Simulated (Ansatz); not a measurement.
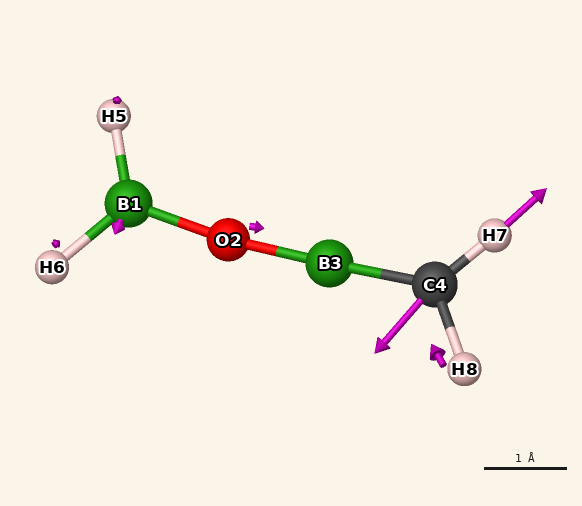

Arrows show the forces on the atoms, 0.1 Å of arrow for 1 eV/Å; forces under a tenth of the largest aren't drawn. Level of theory: CAM-B3LYP-D4/def2-TZVPP (Ansatz 0.2.0).

Q: On which atom is the force largest, and how large is it?

A: On C4: 8.81 eV/Å.

Q: Along which bond is the force strongest?

A: C4–H7, now 0.951 Å: the forces push its atoms apart, so a first step downhill lengthens it.

List the force components in the frame of the picture (x right, y up, z towards the viewer), in eV/Å.

| atom | Fx | Fy | Fz |
| --- | --- | --- | --- |
| B1 | −0.77 | −1.70 | 0.98 |
| O2 | 1.85 | −0.26 | 0.25 |
| B3 | 0.22 | −0.06 | 0.71 |
| C4 | −5.76 | −6.61 | 0.80 |
| H5 | 0.17 | 0.82 | −0.42 |
| H6 | 0.78 | 0.59 | −0.32 |
| H7 | 5.03 | 4.56 | −0.37 |
| H8 | −1.53 | 2.67 | −1.64 |
